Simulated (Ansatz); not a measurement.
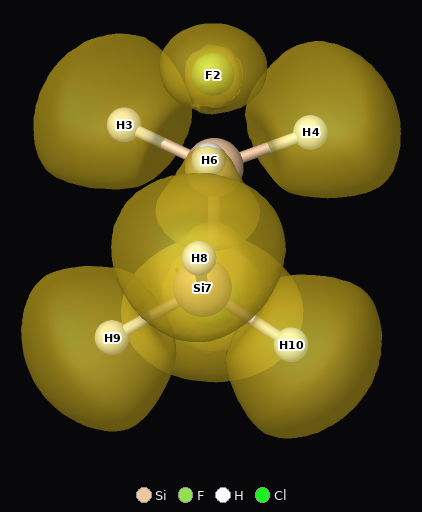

*ClH₂Si···F···H···H₃Si. Isosurface of the electron localisation function at 0.8 (yellow), seen at an oblique angle. Only the valence region is drawn (cores and ρ < 0.01 e/Å³ removed).*

A transition-state structure; geometry: PBE0-D4/def2-TZVP.

The calculation used Ansatz, RKS PBE0-D4/def2-TZVPP.

Input

```
crystal:
  periodic: [false, false, false]
  atoms:
    - {symbol: Si, position_ang: [-0.594248, -0.984250, -0.441050]}
    - {symbol: F, position_ang: [0.254665, -1.672289, 1.145956]}
    - {symbol: H, position_ang: [0.177668, -1.942803, -1.244910]}
    - {symbol: H, position_ang: [-1.904175, -1.305765, 0.143383]}
    - {symbol: Cl, position_ang: [-1.220487, 0.331442, -1.983868]}
    - {symbol: H, position_ang: [0.433418, -0.496696, 0.876720]}
    - {symbol: Si, position_ang: [0.590113, 1.202359, 0.335186]}
    - {symbol: H, position_ang: [1.439523, 1.316006, 1.557800]}
    - {symbol: H, position_ang: [1.413004, 1.470855, -0.861799]}
    - {symbol: H, position_ang: [-0.589382, 2.081042, 0.472481]}
basis:
  gaussian: {orbitals: def2-TZVPP}
hamiltonian: {xc: pbe0, dispersion: d4}
output: {orbitals: {seedname: orbitals}}
```

Command:

```sh
ansatz run in.yaml --threads 4 --pin off --events-out ev --progress --plain --max-ram 9574MiB
```

What do the ELF domains correspond to?

The surface consists of five regions around hydrogen nuclei, one region on Cl in which the atom's valence shell and bonds are merged, one region wrapped around F (its valence shell) and one joined region spread over several atoms (H, Si), in which their bonds and any lone pairs are merged. Profiles from the grid: F2···H6 (1.22 Å): the ELF climbs to about 0.95 towards the hydrogen, as it does in any bond to H. Si–Cl (2.12 Å): the ELF peaks at about 0.85 between the atoms, as expected for a polar covalent bond.
